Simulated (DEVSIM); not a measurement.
Device: abrupt GaAs p-n junction, at 450 K.

```tsv
layer (left to right)	material	thickness (μm)	Nd (cm⁻³)	Na (cm⁻³)	τn (s)	τp (s)
1	GaAs	2.50	-	9.5e15	2.8e-9	2.8e-9
2	GaAs	12.0	1.5e17	-	2.8e-9	2.8e-9
```

Left contact: ohmic. Right contact: ohmic. Voltage is applied to the left contact. Recombination: SRH at mid-gap, radiative, Auger. Mobility is constant in doping.

This is a model device: material constants are rounded textbook-type values typed into the input, and sizes, dopings and lifetimes were drawn at random. Values at 300 K; Nc and Nv go as T^1.5, mobilities as T to minus their exponent, the gap by Varshni's rule with the affinity fixed.

```csv
parameter,GaAs
gap (eV),1.424
affinity (eV),4.07
permittivity,12.9
Nc (cm⁻³),4.7e17
Nv (cm⁻³),9e18
μn (cm²/Vs),8500
μp (cm²/Vs),400
T exponent of μn,2.1
T exponent of μp,2.2
B (cm³/s),2e-10
Cn (cm⁶/s),1e-30
Cp (cm⁶/s),1e-30
Varshni α (eV/K),0.000541
Varshni β (K),204
```

DEVSIM, 1D drift-diffusion, Boltzmann statistics, complete ionisation; no tunnelling, impact ionisation, image-force lowering or self-heating.

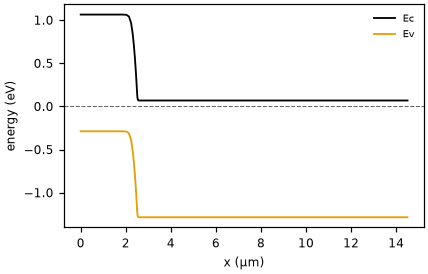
Fig. 1. Band edges at zero bias

Energies count from the Fermi level of the right contact; mesh points crowd at the junctions.

| x (μm) | Ec (eV) | Ev (eV) | n (cm⁻³) | p (cm⁻³) | field (V/cm) |
|---|---|---|---|---|---|
| 0.000 | 1.064 | -0.289 | 1100000 | 9.5e15 | ≈ 0 |
| 0.03004 | 1.064 | -0.289 | 1100000 | 9.5e15 | ≈ 0 |
| 0.1019 | 1.064 | -0.289 | 1100000 | 9.5e15 | ≈ 0 |
| 0.2569 | 1.064 | -0.289 | 1100000 | 9.5e15 | ≈ 0 |
| 0.8383 | 1.064 | -0.289 | 1100000 | 9.5e15 | ≈ 0 |
| 1.670 | 1.064 | -0.289 | 1100000 | 9.5e15 | ≈ 0 |
| 2.141 | 1.040 | -0.313 | 1900000 | 5.2e15 | -4000 |
| 2.399 | 0.576 | -0.777 | 3.0e11 | 3.3e10 | -35000 |
| 2.468 | 0.306 | -1.047 | 3.2e14 | 3.1e7 | -44000 |
| 2.500 | 0.159 | -1.194 | 1.4e16 | 710000 | -49000 |
| 2.530 | 0.082 | -1.272 | 1.1e17 | 95000 | -9600 |
| 2.639 | 0.068 | -1.285 | 1.5e17 | 67000 | ≈ 0 |
| 2.858 | 0.068 | -1.285 | 1.5e17 | 67000 | ≈ 0 |
| 3.338 | 0.068 | -1.285 | 1.5e17 | 67000 | ≈ 0 |
| 5.061 | 0.068 | -1.285 | 1.5e17 | 67000 | ≈ 0 |
| 8.500 | 0.068 | -1.285 | 1.5e17 | 67000 | ≈ 0 |
| 11.85 | 0.068 | -1.285 | 1.5e17 | 67000 | ≈ 0 |
| 13.39 | 0.068 | -1.285 | 1.5e17 | 67000 | ≈ 0 |
| 14.14 | 0.068 | -1.285 | 1.5e17 | 67000 | ≈ 0 |
| 14.36 | 0.068 | -1.285 | 1.5e17 | 67000 | ≈ 0 |
| 14.45 | 0.068 | -1.285 | 1.5e17 | 67000 | ≈ 0 |
| 14.50 | 0.068 | -1.285 | 1.5e17 | 67000 | ≈ 0 |
